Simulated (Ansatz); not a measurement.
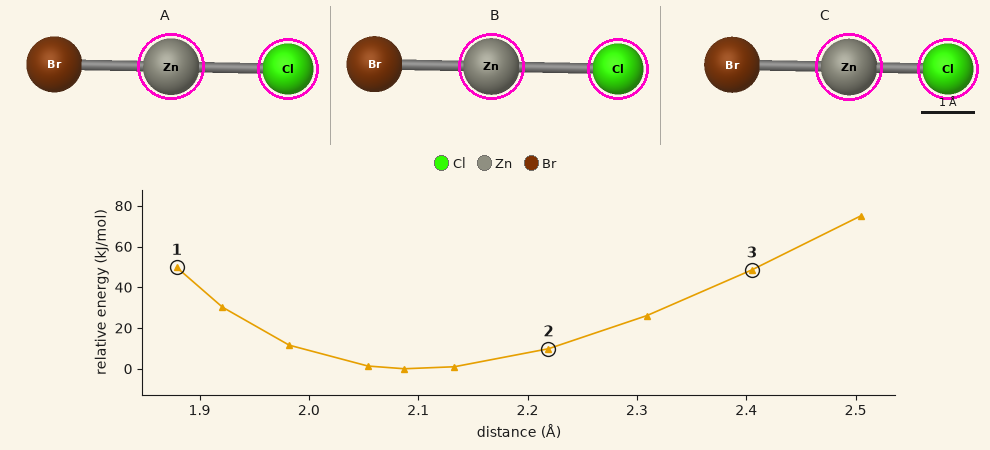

Energy scan for ZnBrCl, in which the Cl–Zn bond length is varied, with the rest of the molecule carried along rigidly. The frames are shuffled; the numbered points of the plot belong to them. Style: ball-and-stick. Shown at a tilt. The ringed atoms are those of the scanned coordinate.

Single-point energies from Ansatz with CCSD(T) in the def2-TZVPP basis, on geometries moved rigidly from the minimum at PBE0-D4/def2-TZVP. Coupled cluster with a frozen core. Energies are counted from the PBE0-D4/def2-TZVP minimum geometry at the same level.

> Which frame belongs to which numbered point?

Point 1 is frame C (the distance 1.879 Å, 49.8 kJ/mol); 2 is frame A (the distance 2.219 Å, 9.8 kJ/mol); 3 is frame B (the distance 2.405 Å, 48.5 kJ/mol). The lowest computed point lies at the distance 2.087 Å (0.0 kJ/mol). At the ends of the scan the energy is 49.8 kJ/mol (1.879 Å) and 75.1 kJ/mol (2.505 Å). The curvature at the lowest point is about 17 eV/Å² (2.7 mdyn/Å). The well is steeper on the short side, as for any bond.
